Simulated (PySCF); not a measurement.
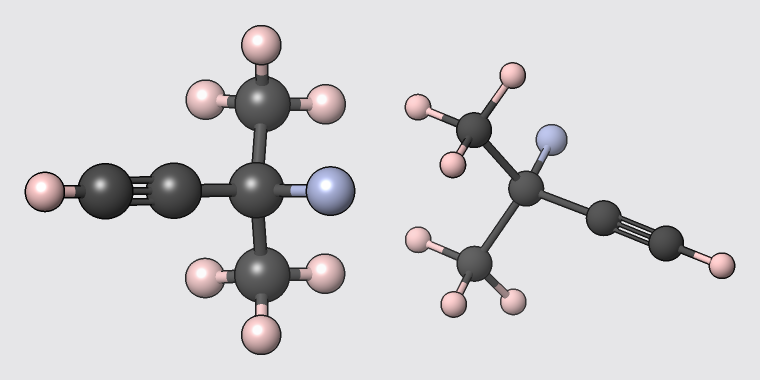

Two views of one molecule. Colours: carbon dark grey, fluorine light blue, hydrogen pink.

> Count the atoms of each element.

C5H7F, 13 atoms: 5 carbon, 7 hydrogen and 1 fluorine.

> How many atoms are distinct by symmetry?

9: 1 C, 1 C, 1 C, 2 C, 1 F, 1 H, 2 H, 2 H, 2 H.

> Name some functional groups or characteristic bonds that it holds.

Among them: alkyne, C–F bond.

> Does it have rings?

It has no ring.

The parts below concern this one geometry. Atoms keep their numbers from picture to picture. The computed structure is the end point of a PBE0-D3(BJ)/def2-TZVP optimisation. No frequency run is at hand to confirm it as a minimum.

**Shape**

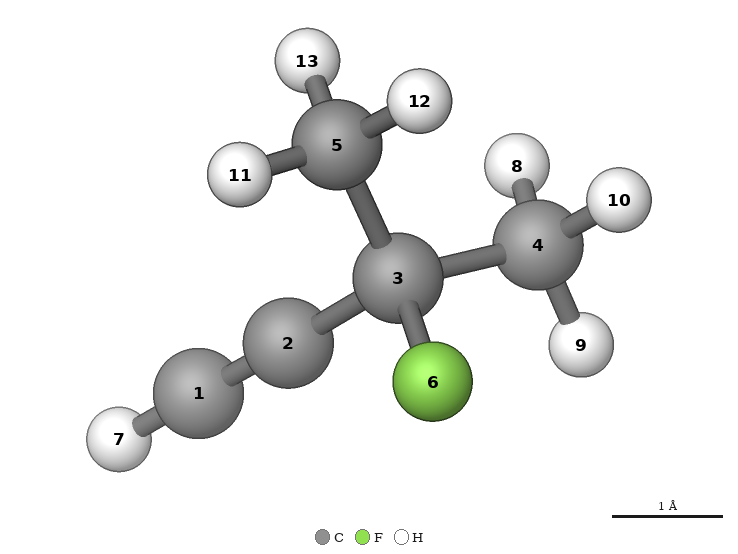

Numbered structure. No frequency run is at hand to confirm it as a minimum.

> Describe the coordination of atom 3.

C3 has 4 neighbours (C2 at 1.46, C4 at 1.52, C5 at 1.52, F6 at 1.40 Å); the arrangement is tetrahedral.

> What is the geometry at C1?

C1 has 2 neighbours (C2 at 1.20, H7 at 1.06 Å); the arrangement is linear.

> Describe the coordination of atom 4.

C4 has 4 neighbours (C3 at 1.52, H8 at 1.09, H9 at 1.09, H10 at 1.09 Å); the arrangement is tetrahedral.

> How are the neighbours of atom 2 arranged?

C2 has 2 neighbours (C1 at 1.20, C3 at 1.46 Å); the arrangement is linear.

**NMR shielding**

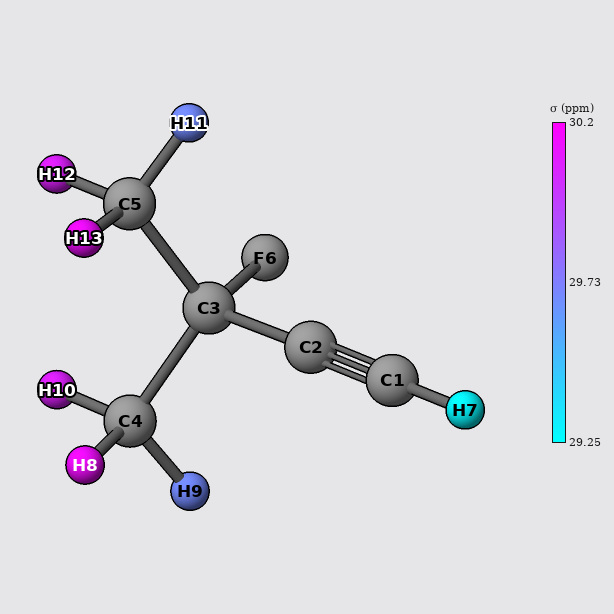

Atoms are coloured by their isotropic NMR shieldings (H only, the others grey). No frequency run is at hand to confirm it as a minimum. Properties computed with GIAO PBE0/pcSseg-2 NMR shielding, non-relativistic, gas phase (PySCF 2.14.0).

> Which H atom is the most shielded (lowest chemical shift)?

H8, H13 (30.15 ppm).

> Which H atom is the least shielded (highest chemical shift)?

H7 (29.28 ppm).

> How wide is the range of H shifts?

0.87 ppm.

List the isotropic NMR shieldings of the H atoms.

```csv
atom,σ (ppm)
H7,29.28
H8,30.15
H9,29.68
H10,30.07
H11,29.68
H12,30.08
H13,30.15
```

**Electronic properties**

No frequency run is at hand to confirm it as a minimum. Properties computed with KT3/pcSseg-2, gas phase (PySCF 2.14.0).

What does the calculation give?

- dipole moment: 1.87 D
- HOMO energy (Kohn–Sham orbital): −6.85 eV
- LUMO energy (Kohn–Sham orbital): −0.65 eV
- HOMO–LUMO gap: 6.20 eV

**Charges**

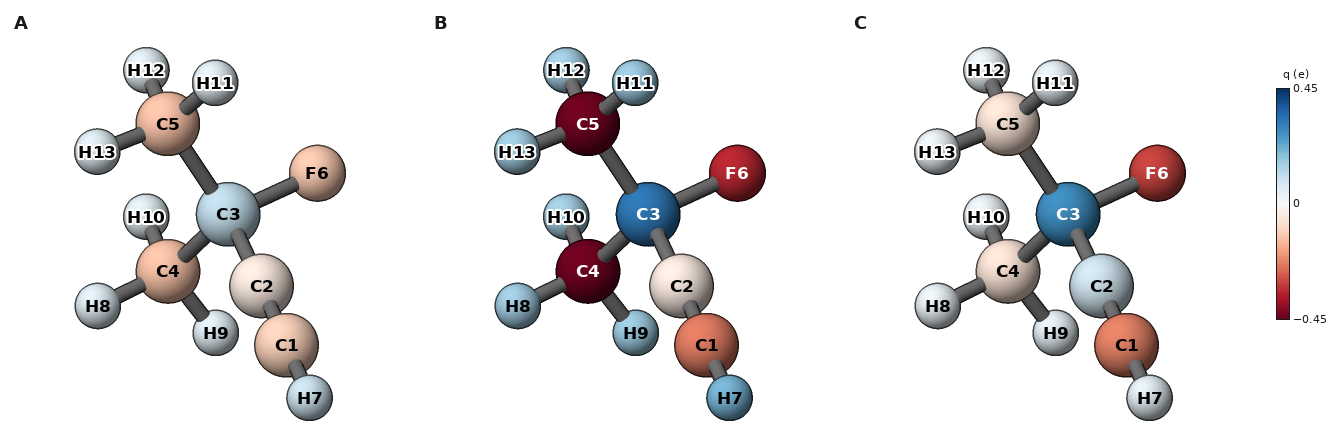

Atomic charges of one calculation by 3 schemes, on one colour scale. No frequency run is at hand to confirm it as a minimum. Level of theory: PBE0/pcSseg-2 (PySCF 2.14.0).

> The schemes are Hirshfeld, IAO, Mulliken. Which panel shows which?

A Hirshfeld, B IAO, C Mulliken.

List the charges (e), one line for each set of equivalent atoms.

```csv
atom,Hirshfeld,IAO,Mulliken
C1,−0.10,−0.23,−0.22
C2,−0.04,−0.04,0.09
C3,0.11,0.32,0.28
"C4, C5",−0.13,−0.44,−0.06
F6,−0.12,−0.34,−0.30
H7,0.10,0.21,0.05
"H8, H13",0.05,0.16,0.03
"H9, H11",0.05,0.16,0.05
"H10, H12",0.05,0.15,0.03
```

Mulliken values depend strongly on the basis set and can even reverse the polarity of a bond.
